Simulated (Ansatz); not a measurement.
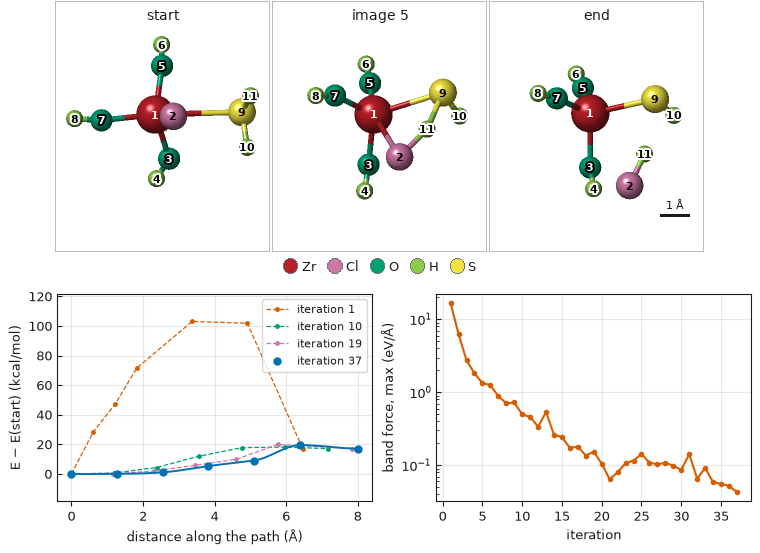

A nudged-elastic-band calculation for ZrH5SO3Cl. Images are numbered from 0 (start) to 6 (end). The plot follows the band through its iterations. Style: ball-and-stick. Shown face on.

Computed with Ansatz, RKS B3LYP-D4/def2-SVP. Run with 5 movable images; climbing image; force threshold 0.05 eV/Å; iteration limit 60; starting path through a guess of the saddle point.

### Did the band converge, and can the barrier be trusted?

The result is final at these settings. The band converged in 37 iterations. The largest component of the band force went from 17 to 0.043 eV/Å. The climbing image converged on the top of the path. Its vibrational analysis gives one imaginary mode (206i cm⁻¹), as a transition state must have. The first iteration put the highest image at 103.1 kcal/mol. Forward barrier 19.5 kcal/mol, backward barrier 2.4 kcal/mol, with image 5 at the top; the reaction energy is +17.2 kcal/mol.
